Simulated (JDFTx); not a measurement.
```yaml
surface: V(211)
bulk: V, Im-3m, lattice of mp-146 (not re-optimised)
slab: 8 atoms in 8 planes, 1x1, 8.3 Å between the outermost planes
in-plane cell: 2.583 × 4.218 Å, 10.89 Å²
cell_height: 24.5 Å
sampling: 8×6×1 k mesh, Fermi smearing 0.01 Ha, no spin polarisation
```

Neither spin polarisation nor a larger cell was tried.

All numbers are PBE, GBRV ultrasoft potentials, plane waves to 20/100 Ha results from JDFTx (a modified build), not measurements. Liquid on both sides: CANDLE, water, 0.5 M KCl; nuclei fixed. SHE scale: U = −μ/e − 4.44 V, by convention.

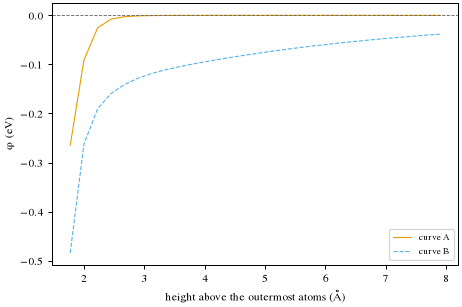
*Plane-averaged electrostatic potential energy of an electron for two states of the electrode*

Problem. One curve is the neutral slab. Which, and what is the sign of the other's charge?

Solution. Curve A is neutral (potential of zero charge, -0.98 V). Curve B is positively charged, 20.7 μC/cm² at -0.30 V.
